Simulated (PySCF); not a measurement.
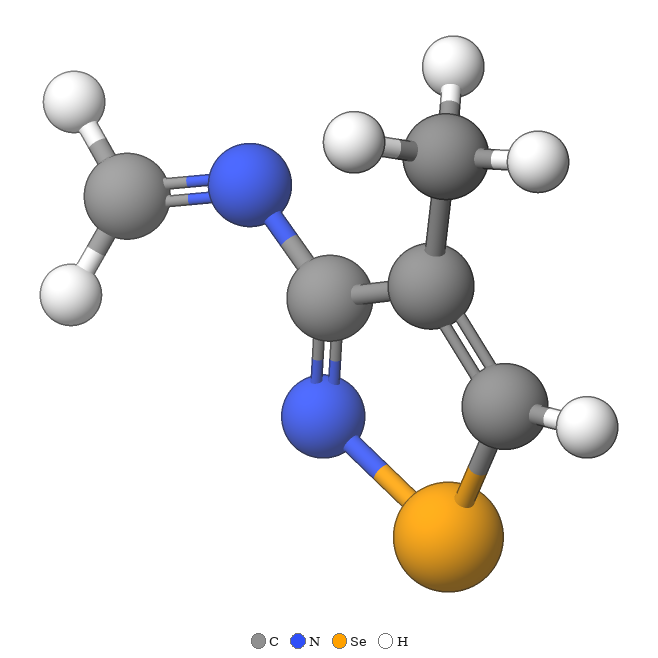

A ball-and-stick model of a molecule.

The geometry was computed by an optimisation with GFN2-xTB. No frequency run is at hand to confirm it as a minimum.

**Which formula does it have?**

C₅H₆N₂Se, 14 atoms: 5 carbon, 6 hydrogen, 2 nitrogen and 1 selenium.

**How many bonds of each kind are drawn?**

6 C–H, 3 C–N, 3 C–C, 1 N–Se, 1 C–Se.

More results for the same structure follow; atom numbers are the same in all pictures, views and colours differ.

Geometry

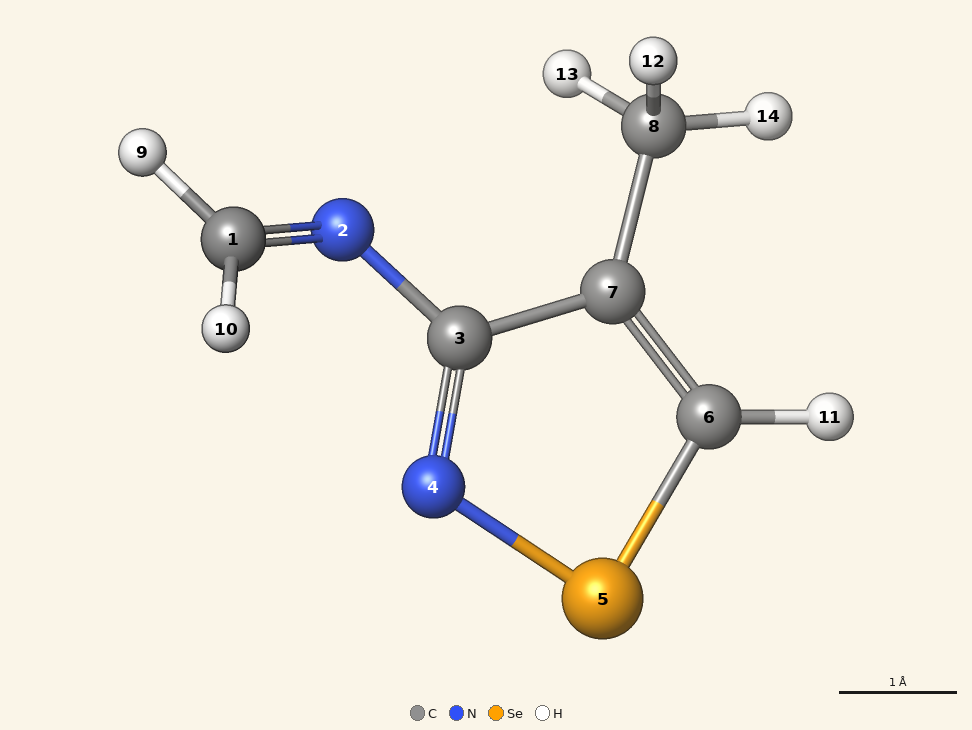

The atoms are numbered. No frequency run is at hand to confirm it as a minimum.

Give these bond angles: C1–N2–C3, N2–C1–H10, N2–C3–N4, C3–N4–Se5, C3–C7–C6, Se5–C6–C7, Se5–C6–H11, C6–C7–C8, C7–C6–H11, C7–C8–H12, C7–C8–H13, C7–C8–H14.

```json
{"angle": "C1–N2–C3", "degrees": "122.9"}
{"angle": "N2–C1–H10", "degrees": "124.1"}
{"angle": "N2–C3–N4", "degrees": "121.6"}
{"angle": "C3–N4–Se5", "degrees": "111.0"}
{"angle": "C3–C7–C6", "degrees": "111.0"}
{"angle": "Se5–C6–C7", "degrees": "110.5"}
{"angle": "Se5–C6–H11", "degrees": "122.3"}
{"angle": "C6–C7–C8", "degrees": "126.8"}
{"angle": "C7–C6–H11", "degrees": "127.2"}
{"angle": "C7–C8–H12", "degrees": "110.0"}
{"angle": "C7–C8–H13", "degrees": "109.5"}
{"angle": "C7–C8–H14", "degrees": "111.0"}
```

Dipole moment

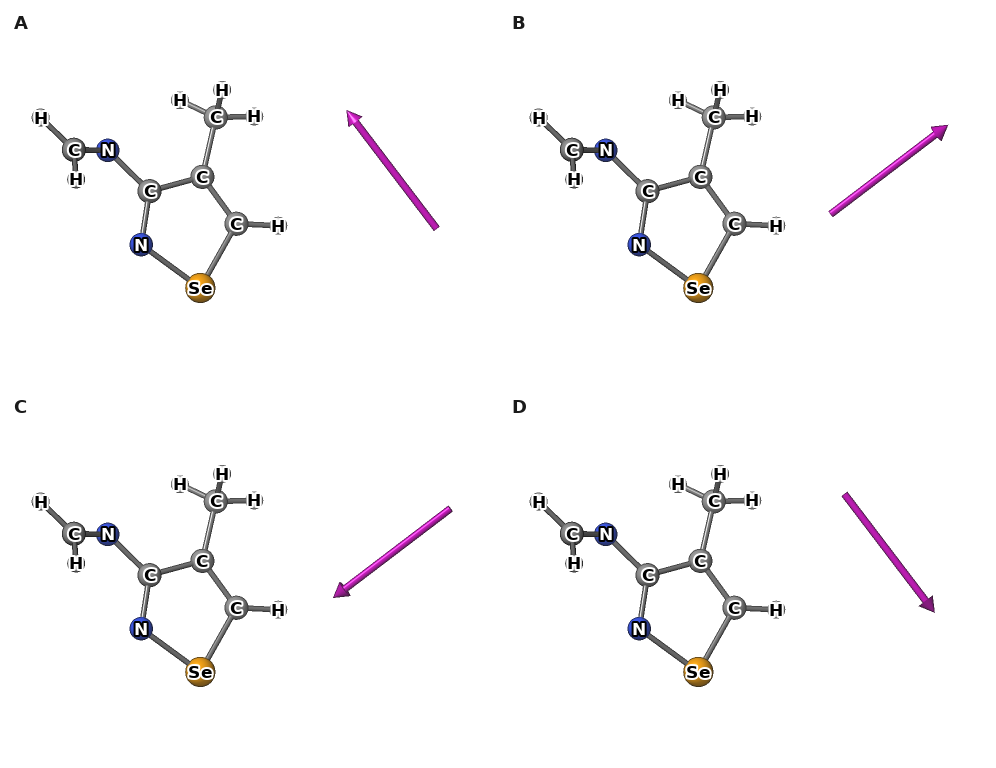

The same molecule four times, each with an arrow. No frequency run is at hand to confirm it as a minimum. Properties computed with PBE0/def2-SVPD, gas phase (PySCF 2.14.0).

**Which arrow points along the dipole moment, from the negative to the positive end?**

B. The dipole moment is 1.52 D.

Excitation

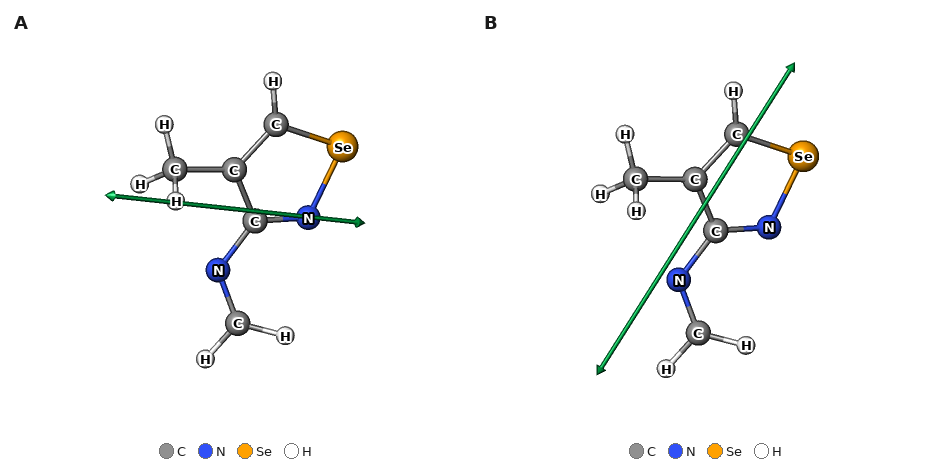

The double arrows show the directions of two transition dipoles from the ground state (lengths mean nothing). No frequency run is at hand to confirm it as a minimum. Method: TDDFT PBE0/def2-SVPD, vertical, gas phase, core orbitals frozen in the response (PySCF 2.14.0).

**One belongs to singlet state 2 and one to singlet state 6. Which is which?**

A: state 6, 5.43 eV (228 nm), oscillator strength 0.084, mainly HOMO → LUMO+2 (weight 0.52).
B: state 2, 4.76 eV (260 nm), oscillator strength 0.041, of mixed character, with the largest part HOMO−1 → LUMO (weight 0.46).

Polarisability

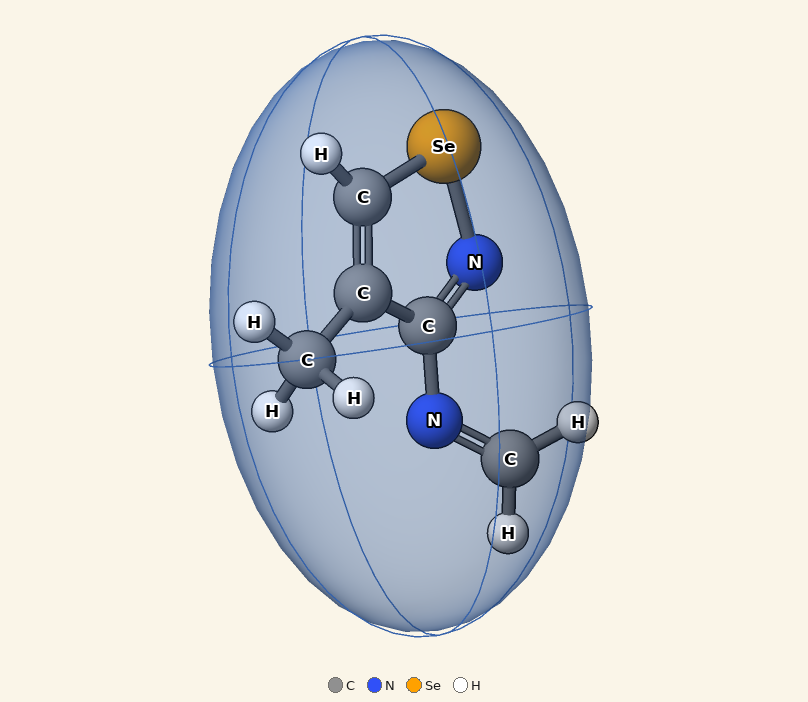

The ellipsoid shows the static dipole polarisability: its half-axes are proportional to the principal values. No frequency run is at hand to confirm it as a minimum. Level of theory: PBE0/def2-SVPD (PySCF 2.14.0).

**Give the principal values, the mean and the anisotropy.**

Principal values 63.0, 102.5, 136.9 bohr³; mean 100.8 bohr³ (14.94 Å³); anisotropy 64.0 bohr³, so the longest axis is 2.17 times the shortest.

The geometry is semi-empirical. Around Se such bond lengths and angles can be off by a tenth of an ångström or more and by several degrees, and values that hang on the shape move with them.
